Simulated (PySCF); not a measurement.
**H₂O₄S: density, localisation and related maps**

```
atom    x (Å)    y (Å)    z (Å)
   O   0.0652  -1.6220  -0.5013
   S  -0.0949  -0.3903   0.2207
   O  -0.5264  -0.2935   1.5879
   O   1.2873   0.4260   0.1341
   O  -1.0613   0.5225  -0.6820
   H   1.7576   0.1336  -0.6628
   H  -1.4241   1.2287  -0.1237
```

Geometry: PBE0-D3(BJ)/def2-SVP.

The calculation used mPW1PW91/pcSseg-2, SCF density, gas phase, non-relativistic (PySCF 2.14.0).

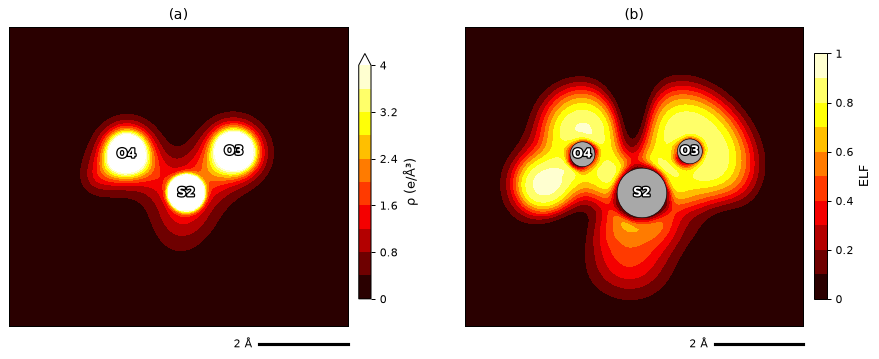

Figure 1. (a) electron density; (b) ELF on the plane of atoms O3, S2 and O4. Grey discs cover the atomic cores in the ELF map.

### Interpret the plot.

The section cuts through S and O sites.
S–O (1.44 Å): ρ at the midpoint is about 2.4 e/Å³; the ELF peaks at about 0.80 between the atoms: a polar covalent bond.
S–O (1.61 Å): the density is about 1.7 e/Å³ at the midpoint; the ELF peaks at about 0.85 between the atoms; a shared but strongly polarised pair.
The ELF also peaks beside O3 and O4, away from the bonds: lone-pair regions.

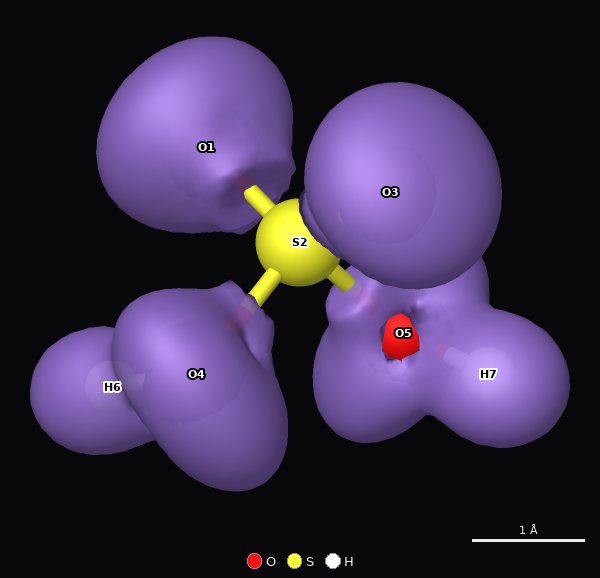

Figure 2. Isosurface of the ELF at 0.75 (purple), seen at a tilt. Core shells and regions of very low density are left out.

### Identify the bonds, lone pairs and shells in this picture.

At this value the surface marks out two regions on O in which the atom's valence shell and bonds are merged and two joined regions spread over several atoms (H, O), in which their bonds and any lone pairs are merged.


 O–H (0.97 Å): the ELF climbs to about 1 towards the hydrogen, as it does in any bond to H (a covalent bond by its length).

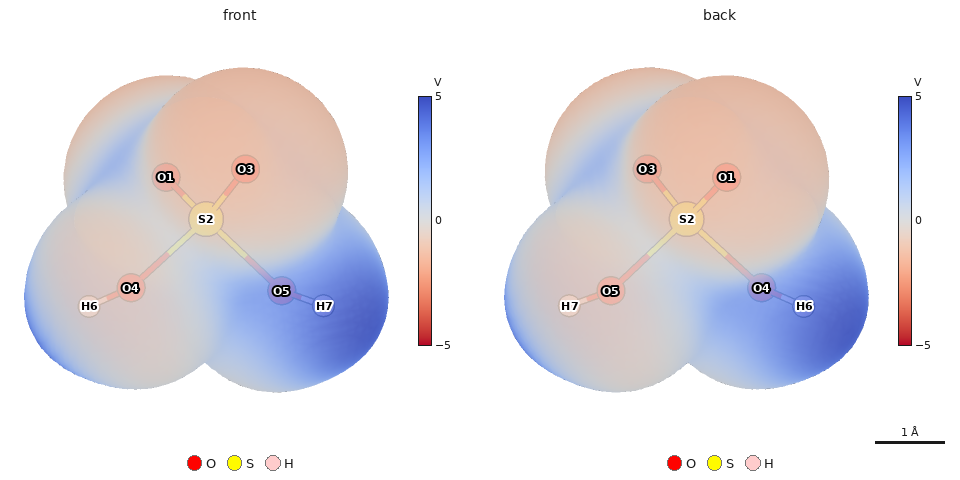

Figure 3. The electrostatic potential painted on the density surface at 0.004 e/bohr³, seen from the front and from behind; the colour scale runs from red (negative) to blue (positive).

### Describe the electrostatic potential map.

The most negative region (about −1.3 V, or −30 kcal/mol for a unit charge) lies over O1 and O3, the most positive (about +4.6 V, or +106 kcal/mol for a unit charge) over H6 and H7.
